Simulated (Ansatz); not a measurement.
Calculation: PBE (plane waves to 420 eV, PAW; Ansatz, a program for electronic structure).

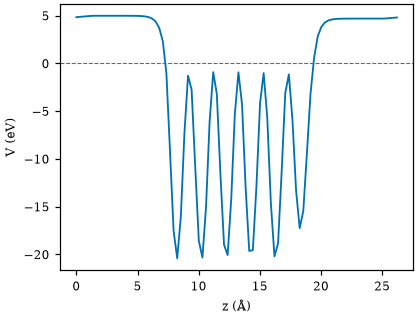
Figure. Plane-averaged electrostatic potential energy along the normal, in eV from the Fermi level, for a constructed model of the (0001) surface of hcp Co, ferromagnetic, (√3x√3)R30° surface alloy, Ga on one Co site of the top plane (bottom of the slab: a bare face, its two planes held)

Slab: 18 atoms, 10.1 Å thick at the start with caps and adatoms (thin: gaps and levels are the slab's own); k 10x10x1, smearing 0.1 eV, dipole-corrected; 6 atoms held, the rest relaxed; start symmetry kept, larger cells not searched; spin-polarised, ending with about 27.4 μB a cell; orders that need a larger cell were not tried, no spin-orbit, no U. It is one candidate, not shown to be the stable structure of the face.

The vacuum level lies 4.70 eV above the Fermi level over the top face and 5.00 eV above it under the bottom face.
